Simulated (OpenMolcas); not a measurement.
## How basis sets differ on BGeNH6 (SMILES B[NH][GeH3])

The species is BGeNH6 (9 atoms), meant as a singlet with charge 0. SMILES: `B[NH][GeH3]`. Geometry: relaxed at PBE0-D4/def2-TZVP.

| atom | x (Å) | y (Å) | z (Å) |
| --- | --- | --- | --- |
| B | -0.8740 | 0.6295 | -1.1629 |
| N | -0.0233 | 0.6871 | -0.0627 |
| Ge | 0.6652 | -0.7614 | 0.8666 |
| H | -1.2179 | -0.4407 | -1.5810 |
| H | -1.2491 | 1.6470 | -1.6748 |
| H | 0.2539 | 1.5984 | 0.2725 |
| H | 2.2016 | -0.7148 | 0.8049 |
| H | 0.1149 | -2.0152 | 0.1846 |
| H | 0.2173 | -0.6760 | 2.3357 |

Each level gives the dipole moment (D). The values are calculated.

```tsv
level	kind	program	value (D)
HF/STO-3G	Hartree–Fock	OpenMolcas	2.08
HF/3-21G	Hartree–Fock	OpenMolcas	1.84
HF/6-31G* (spherical functions)	Hartree–Fock	OpenMolcas	1.62
HF/ANO-RCC-VDZP (DKH2, RICD fitting)	Hartree–Fock	OpenMolcas	1.60
```

All-electron rows without a relativistic Hamiltonian named are non-relativistic. The values span 1.60 to 2.08 D. Magnitudes only. Sets without polarisation functions give poor dipoles.

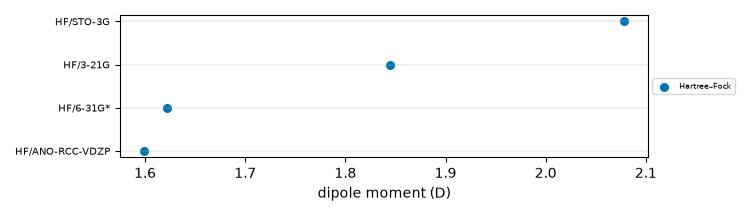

The values of the table, level by level.
